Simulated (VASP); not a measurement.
Shape and ions are relaxed at each volume.

Energy against volume of Te (trig). Computed with rev-vdW-DF2, VASP's PBE PAW potentials (set 64) (plane waves; VASP).

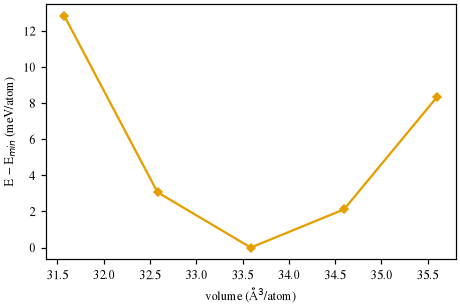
Energy against volume

Q: Estimate the equilibrium volume and the bulk modulus.

A: The minimum lies near 33.6 Å³/atom, and the curvature gives B0 of about 27 GPa.

Measured: bulk modulus 19.0 GPa (computed value off by +43.9 %), as given by Seho Yi et al., Inorganic Chemistry (2018), arXiv:1712.00894. The calculation is for a static lattice, while the measured bulk modulus holds thermal and zero-point effects, which are part of the difference.

The compound is Te in the trig structure. It was relaxed first.
